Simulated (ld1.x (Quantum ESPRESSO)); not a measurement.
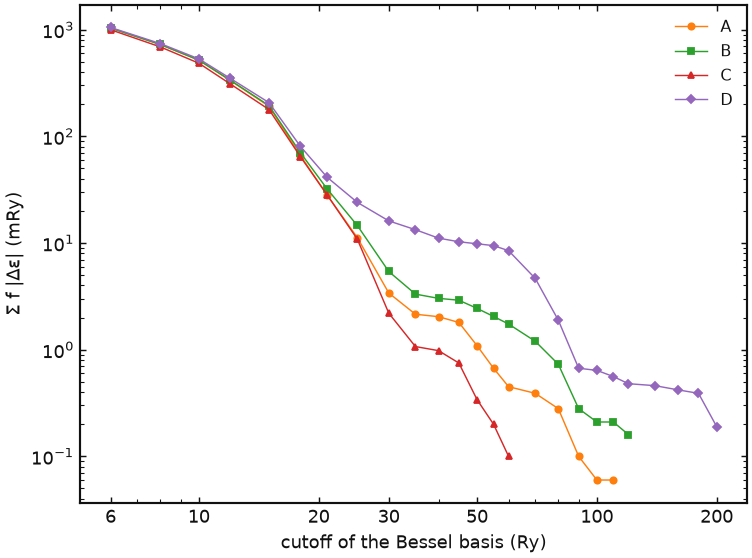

The occupation-weighted error of the valence levels in a spherical-Bessel basis for 4 variants of one potential.

Base settings:

| Property | Result |
| --- | --- |
| Element | Ta |
| Generator | ld1.x (Quantum ESPRESSO) 7.5 |
| Type | norm-conserving Troullier–Martins (semilocal form) |
| Functional | PBE |
| Relativity | scalar-relativistic |
| Frozen core | [Xe] 4f14 |
| Valence charge | 5 |
| Reference configuration | 5d3 6s1 6p0 (charge +1) |
| Partial waves | 6s (bound): rc 2.00 bohr; 6p (bound, empty): rc 2.45 bohr; 5d (bound): rc 1.50 bohr |
| Local potential | the d channel |
| Core correction | Bessel-smoothed model core inside 0.80 bohr |

**Match the curves to these variants:**
1. base
2. waves 5d (bound): rc 1.32 bohr
3. all radii scaled by 1.09 (s 2.18, p 2.68, d 1.64 bohr)
4. waves 6s (bound): rc 1.70 bohr

A = 1, B = 2, C = 3, D = 4.

**What did the other tests of these runs give?**

A: loose cutoff 30 Ry; bound ghosts none; largest test error -879 meV. B: loose cutoff 30 Ry; bound ghosts none; largest test error -879 meV. C: loose cutoff 30 Ry; bound ghosts none; largest test error -827 meV. D: loose cutoff 50 Ry; bound ghosts none; 1 of 7 tests not solved. The loose cutoff is the first of the cutoffs, on a coarse ladder, from which the occupation-weighted sum of valence levels, in a spherical-Bessel basis at the reference potential, stays within 10 and 1 mRy of its value at 400 Ry.
